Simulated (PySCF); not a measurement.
System: C3H9BrGeSi.

Input file:

```
{"job": {"kind": "uv", "xc": "B3LYP", "basis": "def2-SVPD", "nstates": 8, "ntriplets": 3}, "charge": 0, "multiplicity": 1}
C     -2.718642     0.566779     0.289927
C     -1.947141    -0.287985    -0.363057
Si    -0.497108    -1.233749     0.367468
Br    -0.378456    -0.699369     2.534986
Ge     1.550595    -0.619744    -0.591722
C      2.132835     1.192862    -0.089861
H     -2.581649     0.773640     1.339909
H     -3.525768     1.099351    -0.189313
H     -2.127668    -0.455149    -1.418900
H     -0.776956    -2.668984     0.391653
H      1.494151    -0.711451    -2.097990
H      2.642393    -1.594703    -0.227238
H      1.435337     1.937016    -0.469098
H      2.176012     1.293791     0.992863
H      3.117650     1.415686    -0.491539
```

Launched as:

```sh
OMP_NUM_THREADS=1 python probes_run.py task.json out
```

Geometry: GFN2-xTB.

Theory: B3LYP/def2-SVPD, SCF density, gas phase in PySCF.

What will maps of the electron density and electron localisation function show?

C–C (1.32 Å): ρ at the midpoint is about 2.3 e/Å³; the ELF peaks at about 0.90 between the atoms; a short, multiple covalent bond.
C–Si (1.88 Å): ρ is about 0.96 e/Å³ halfway; the ELF peaks at about 0.95 between the atoms (localised, covalent bonding).
Si–Br (2.24 Å): the density is about 0.74 e/Å³ at the midpoint; the ELF peaks at about 0.85 between the atoms (a polar covalent bond).
C–H (1.08 Å): ρ at the midpoint is about 2 e/Å³; the ELF climbs to about 1 towards the hydrogen, as it does in any bond to H: an ordinary covalent bond to hydrogen.

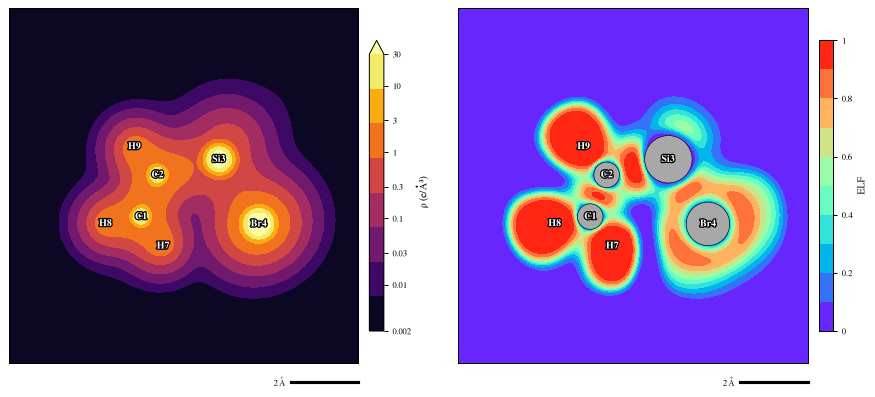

Computed electron density and electron localisation function on the plane of atoms C2, C1 and H8, in this order. Grey discs cover the atomic cores in the ELF map. 
